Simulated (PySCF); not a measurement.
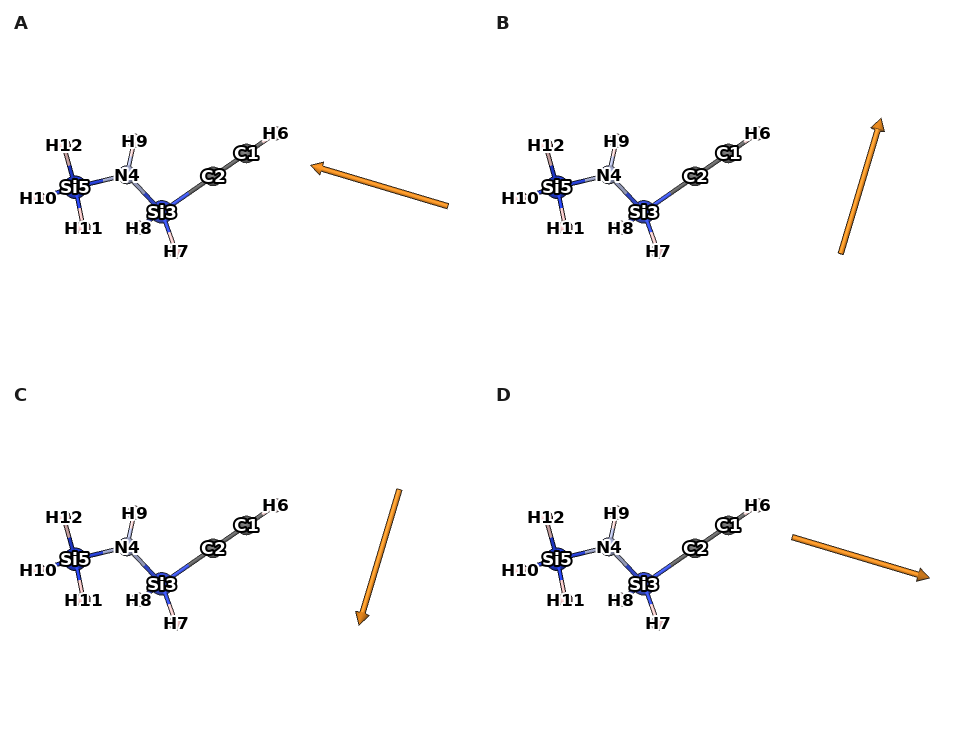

The same molecule four times, each with an arrow. Computed geometry: GFN2-xTB optimisation. No frequency run is at hand to confirm it as a minimum. Method: CAM-B3LYP/def2-SVPD, gas phase (PySCF 2.14.0).

> Which arrow points along the dipole moment, from the negative to the positive end?

B. The dipole moment is 0.87 D; it points from the side of H11 to the side of H6 (the outermost atoms at the two ends).

The geometry is semi-empirical. Around Si such bond lengths and angles can be off by a tenth of an ångström or more and by several degrees, and values that hang on the shape move with them.
